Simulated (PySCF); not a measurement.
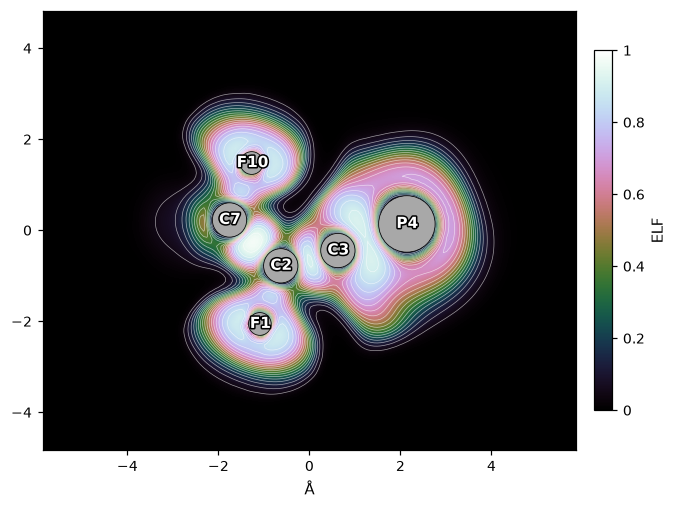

C4H5F4PSi (SMILES FC(=C=PC[SiH3])C(F)(F)F). Electron localisation function on the plane of atoms F1, C2 and C3. Grey discs cover the atomic cores.

Geometry: GFN2-xTB.

Method: PySCF 2.14.0, PBE0/pcSseg-1, SCF density, gas phase, non-relativistic.

```xyz
15

F    -2.0997   -1.8170   -1.3781
C    -1.6350   -0.9887   -0.4078
C    -0.5814   -1.2163    0.3178
P     0.5992   -1.4366    1.4274
C     2.0513   -0.6887    0.5484
Si    1.8009    1.1409    0.0158
C    -2.4499    0.2813   -0.3081
F    -2.4359    0.9937   -1.4454
F    -3.7354    0.0568   -0.0094
F    -1.9595    1.0820    0.6522
H     2.9037   -0.7731    1.2246
H     2.2710   -1.3059   -0.3230
H     0.8494    1.1656   -1.0925
H     3.1112    1.6303   -0.4159
H     1.3056    1.8834    1.1723
```

What do the fields say about this system?

- Atoms in the plane: F, C and P.
- C–C (1.30 Å): the ELF peaks at about 0.90 between the atoms (a multiple bond).
- C–F (1.36 Å): the ELF peaks at about 0.85 between the atoms, as expected for a shared but strongly polarised pair.
- C–P (1.64 Å): the ELF peaks at about 0.90 between the atoms: a covalent bond.
- The ELF also peaks beside F1 and F10, away from the bonds: lone-pair regions.
